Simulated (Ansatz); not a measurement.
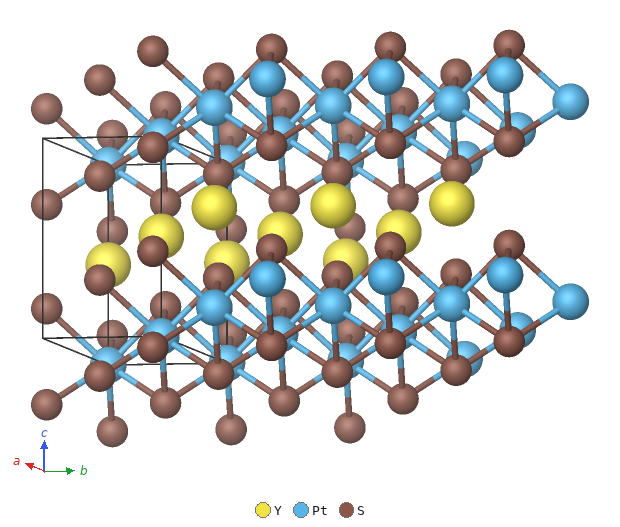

The compound is YPtS₂ (space group P-6m2, No. 187), taken as the geometry relaxed with DFT PBE, scalar-relativistic, plane waves, PAW in Ansatz 0.2.0; the starting structure was generated, so it need not be a known form of this composition.

Bonds are taken as Pt–S below 3 Å; Y is left out of the net, as the electropositive filling of the structure; no other contact counts. The graph is simplified in the usual way: terminal and isolated atoms are pruned, two-connected atoms become edges.

What kind of net remains, and which atoms are its nodes?

A binodal (3,6)-connected, two-periodic (layers) net: S is a 3-connected node; Pt is a 6-connected node, in the ratio 2:1.

Name the underlying net.

It is the net of the trigonal-prismatic layers of 2H-MoS2.

How do the layers lie?

The layers lie parallel to (001).

Give the first ten terms of the coordination sequence (nodes one, two, three … edges away).

S: 3, 13, 9, 24, 15, 36, 21, 48, 27, 60; Pt: 6, 6, 18, 12, 30, 18, 42, 24, 54, 30.

How many nodes does the smallest cycle have?

Four.
